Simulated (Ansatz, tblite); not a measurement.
# [Al(H2O)6]3+ (AlH12O6 (+3)): which spin state is lowest

Aim: set other spin states of [Al(H2O)6]3+ (AlH12O6 (+3)) against its singlet, on many levels of theory.

Program: Ansatz 0.2.0, Gaussian basis. Level of theory: as each input shows. These are calculated values, not measurements.

The runs, in order: triplet, at the geometry of the singlet (GFN1-xTB, GFN2-xTB, PBE0-D4/def2-TZVP, PBE-D4/def2-TZVP, r2SCAN-D4/def2-TZVP); the singlet's energies come from earlier runs.

2 further runs of the same task are left out: 2 set aside as unsound or not needed. Runs told in other sessions of the task aren't counted.

## Step 1: The geometry

The geometry is that of the singlet, from an earlier relaxation (B3LYP-D4/def2-SVP).

19 atoms, charge 3, spin multiplicity 1.

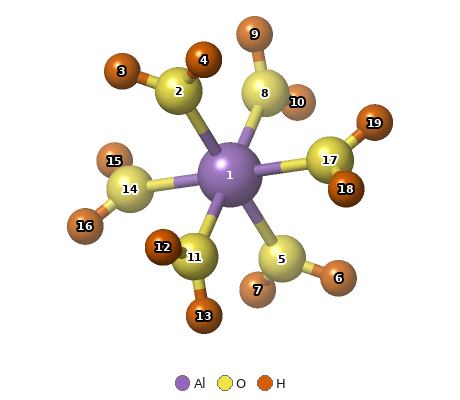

The structure; aluminium purple, oxygen yellow, hydrogen orange; atoms are numbered from 1 in the order of the file.

Geometry (Å):

```xyz
19
charge 3, multiplicity 1
Al   -0.0006    0.0011    0.0003
O    -0.0585    0.0618    1.9306
H    -0.1048    0.8641    2.4920
H    -0.0460   -0.7061    2.5399
O     0.0556   -0.0720   -1.9297
H     0.0953   -0.8810   -2.4820
H     0.0487    0.6890   -2.5474
O     1.9296    0.0773    0.0536
H     2.4915    0.1372    0.8546
H     2.5376    0.0646   -0.7152
O    -1.9305   -0.0677   -0.0557
H    -2.5394   -0.0703    0.7124
H    -2.4922   -0.1039   -0.8584
O    -0.0696    1.9306   -0.0677
H     0.6949    2.5440   -0.0736
H    -0.8755    2.4877   -0.1026
O     0.0726   -1.9289    0.0696
H    -0.6895   -2.5454    0.0656
H     0.8807   -2.4822    0.1136
```

The ion is computed in the gas phase, without counter-ions or solvent.

## Step 2: Triplet at the fixed geometry, GFN1-xTB

Tight binding, by tblite at 300 K electronic temperature and without a spin-polarisation term:

```python
tblite.interface.Calculator('GFN1-xTB', numbers, positions, charge=3, uhf=2).singlepoint()
```

Energy -928.5882 eV; 0.049 s.

## Step 3: Triplet at the fixed geometry, GFN2-xTB

Tight binding, by tblite at 300 K electronic temperature and without a spin-polarisation term:

```python
tblite.interface.Calculator('GFN2-xTB', numbers, positions, charge=3, uhf=2).singlepoint()
```

Energy -811.9330 eV; 0.035 s.

## Step 4: Triplet at the fixed geometry, PBE0-D4/def2-TZVP

in.yaml

```yaml
crystal:
  periodic: [false, false, false]
  atoms:
    - {symbol: Al, position_ang: [-0.000578, 0.001126, 0.000304]}
    - {symbol: O, position_ang: [-0.058491, 0.061813, 1.930634]}
    - {symbol: H, position_ang: [-0.104759, 0.864066, 2.491965]}
    - {symbol: H, position_ang: [-0.045986, -0.706052, 2.539918]}
    - {symbol: O, position_ang: [0.055626, -0.072003, -1.929729]}
    - {symbol: H, position_ang: [0.095267, -0.880971, -2.481978]}
    - {symbol: H, position_ang: [0.048732, 0.689021, -2.547420]}
    - {symbol: O, position_ang: [1.929613, 0.077289, 0.053617]}
    - {symbol: H, position_ang: [2.491519, 0.137195, 0.854595]}
    - {symbol: H, position_ang: [2.537576, 0.064556, -0.715177]}
    - {symbol: O, position_ang: [-1.930550, -0.067670, -0.055722]}
    - {symbol: H, position_ang: [-2.539370, -0.070285, 0.712432]}
    - {symbol: H, position_ang: [-2.492191, -0.103909, -0.858415]}
    - {symbol: O, position_ang: [-0.069648, 1.930644, -0.067673]}
    - {symbol: H, position_ang: [0.694913, 2.543994, -0.073566]}
    - {symbol: H, position_ang: [-0.875472, 2.487688, -0.102624]}
    - {symbol: O, position_ang: [0.072617, -1.928925, 0.069640]}
    - {symbol: H, position_ang: [-0.689516, -2.545384, 0.065593]}
    - {symbol: H, position_ang: [0.880678, -2.482203, 0.113587]}
basis:
  gaussian: {orbitals: def2-TZVP}
total_charge: 3
magnetization: {spin_polarized: true, initial_magnetization: 2}
hamiltonian: {xc: pbe0, dispersion: d4}
scf: {omitted_lower_state_checks: [starts]}
output: {orbitals: {seedname: orbitals}}
```

Started as:

```bash
$ ansatz run in.yaml --threads 4 --pin off --events-out ev --progress --plain --max-ram 8704MiB
```

The log of the run:

```text
Functional definition: PBE0
  name "PBE0"
  cite "Adamo & Barone, J. Chem. Phys. 110, 6158 (1999) doi:10.1063/1.478522"
  cite "Perdew, Burke & Ernzerhof, Phys. Rev. Lett. 77, 3865 (1996) doi:10.1103/PhysRevLett.77.3865"
  parent pbe
  parameter a = 0.25
  parameter kappa = 0.804
  parameter beta = 0.06672455060314922
  exchange = (1 - a)*pbe_x(kappa = kappa, mu = beta*pi^2/3) + a*exact_x
  correlation = pbe_c(beta = beta)
these checks for a lower state are left out or cut short: starts
1713 factors; their error is unknown
mean field evaluation 1: about -18978.5312 eV, gradient 1.3e2 eV
mean field evaluation 2: about -18909.7301 eV, gradient 1.8e2 eV
mean field evaluation 4: about -19020.7931 eV, gradient 4.6e1 eV
mean field evaluation 8: about -19029.2321 eV, gradient 1.2e1 eV
mean field evaluation 16: about -19029.9287 eV, gradient 8.0e-1 eV
mean field evaluation 32: about -19029.9786 eV, gradient 1.8e-5 eV
mean field -19029.97862864 eV, -699.3388156197 hartree, gradient 4.7e-6 eV, S^2 2.003313; 0 other end points of the search recorded, 0 dependent functions left out
reference -19029.97867640 eV, -699.3388173748 hartree; 36, 34 occupied and 259, 261 virtual orbitals, 1713 factors
Total energy: -19030.24614005 eV, -699.3486464826 hartree
Checks for a lower state left out: starts
```

It took 80 s on 4 threads of Intel Xeon Platinum 8259CL at 2.50GHz, shared host; peak memory 1.9 GiB.

From the report: HOMO -14.79 eV, LUMO -23.12 eV (over both spins; with the spin held, an empty level of the minority spin lies below the top filled one); ⟨S²⟩ 2.003 (pure: 2.00).

## Step 5: Triplet at the fixed geometry, PBE-D4/def2-TZVP

start.molden holds the orbitals of an earlier run on this state, given as this run's starting guess.

Edit in.yaml of step 4 so:

```diff
@@ -23,6 +23,6 @@
 basis:
-  gaussian: {orbitals: def2-TZVP}
+  gaussian: {orbitals: def2-TZVP, initial_orbitals: start.molden}
 total_charge: 3
 magnetization: {spin_polarized: true, initial_magnetization: 2}
-hamiltonian: {xc: pbe0, dispersion: d4}
+hamiltonian: {xc: pbe, dispersion: d4}
 scf: {omitted_lower_state_checks: [starts]}
```

Launched as before.

The log of the run:

```text
Functional definition: PBE
  name "PBE"
  cite "Perdew, Burke & Ernzerhof, Phys. Rev. Lett. 77, 3865 (1996) doi:10.1103/PhysRevLett.77.3865"
  parent pbe
  parameter kappa = 0.804
  parameter beta = 0.06672455060314922
  exchange = pbe_x(kappa = kappa, mu = beta*pi^2/3)
  correlation = pbe_c(beta = beta)
these checks for a lower state are left out or cut short: starts
1693 factors; their error is unknown
mean field evaluation 1: about -19030.2808 eV, gradient 9.7e0 eV
mean field evaluation 2: about -19030.4503 eV, gradient 2.3e-1 eV
mean field evaluation 4: about -19030.4347 eV, gradient 4.2e-2 eV
mean field evaluation 8: about -19030.4348 eV, gradient 1.5e-4 eV
mean field -19030.43476184 eV, -699.3555782057 hartree, gradient 9.4e-6 eV, S^2 2.000830; 0 other end points of the search recorded, 0 dependent functions left out
reference -19030.43482479 eV, -699.3555805190 hartree; 36, 34 occupied and 259, 261 virtual orbitals, 1693 factors
Total energy: -19030.74927806 eV, -699.3671364636 hartree
Checks for a lower state left out: starts
```

Wall time 13 s (4 threads of Intel Xeon Platinum 8259CL at 2.50GHz, shared host).

Report: HOMO -14.61 eV, LUMO -22.94 eV (over both spins; with the spin held, an empty level of the minority spin lies below the top filled one); ⟨S²⟩ 2.001 (pure: 2.00).

## Step 6: Triplet at the fixed geometry, r2SCAN-D4/def2-TZVP

Edit in.yaml of step 5 so:

```diff
@@ -26,3 +26,3 @@
 magnetization: {spin_polarized: true, initial_magnetization: 2}
-hamiltonian: {xc: pbe, dispersion: d4}
+hamiltonian: {xc: r2scan, dispersion: d4}
 scf: {omitted_lower_state_checks: [starts]}
```

Launched as before.

The log of the run:

```text
Functional definition: r2SCAN
  name "r2SCAN"
  cite "Furness, Kaplan, Ning, Perdew & Sun, J. Phys. Chem. Lett. 11, 8208 (2020) doi:10.1021/acs.jpclett.0c02405"
  cite "Furness, Kaplan, Ning, Perdew & Sun, J. Phys. Chem. Lett. 11, 9248 (2020) doi:10.1021/acs.jpclett.0c03077"
  parent r2scan
  parameter k0 = 0.174
  parameter k1 = 0.065
  parameter a1 = 4.9479
  exchange = r2scan_x(k0 = k0, k1 = k1, a1 = a1)
  correlation = r2scan_c
these checks for a lower state are left out or cut short: starts
1693 factors; their error is unknown
mean field evaluation 1: about -19040.2562 eV, gradient 4.9e0 eV
mean field evaluation 2: about -19040.3174 eV, gradient 1.1e-1 eV
mean field evaluation 4: about -19040.2998 eV, gradient 4.3e-2 eV
mean field evaluation 8: about -19040.2998 eV, gradient 1.1e-5 eV
mean field -19040.29983473 eV, -699.7181129474 hartree, gradient 1.6e-5 eV, S^2 2.001930; 0 other end points of the search recorded, 0 dependent functions left out
reference -19040.29985699 eV, -699.7181137654 hartree; 36, 34 occupied and 259, 261 virtual orbitals, 1693 factors
Total energy: -19040.38338929 eV, -699.7211835210 hartree
Checks for a lower state left out: starts
```

Run time: 23 s. Hardware: 4 threads of Intel Xeon Platinum 8259CL at 2.50GHz, shared host.

HOMO -14.30 eV, LUMO -23.28 eV (over both spins; with the spin held, an empty level of the minority spin lies below the top filled one); ⟨S²⟩ 2.002 (pure: 2.00).

## Step 7: Triplet less singlet, vertical

The singlet's energies are those of its earlier runs, whose logs aren't repeated here.

| level | triplet less singlet, vertical (eV) | time |
| --- | --- | --- |
| GFN1-xTB | +8.491 | 0.077 s |
| GFN2-xTB | +9.053 | 0.055 s |
| PBE-D4/def2-TZVP | +8.326 | 19 s |
| r2SCAN-D4/def2-TZVP | +9.200 | 32 s |
| PBE0-D4/def2-TZVP | +9.802 | 94 s |

Times add the two runs; a level without a time comes out of a correlated run. Tight binding without a spin term can't rank spin states.

## Step 8: What came out

| quantity | value |
| --- | --- |
| triplet less singlet, vertical, functionals in def2-TZVP | +8.326 (PBE-D4) to +9.802 eV (PBE0-D4) |

**Reading.** All functionals put the triplet above the singlet, over a spread of 1.476 eV. The checks for a lower triplet were left out, so another state of that spin may lie lower. These are electronic energies, without zero-point motion, entropy or surroundings.
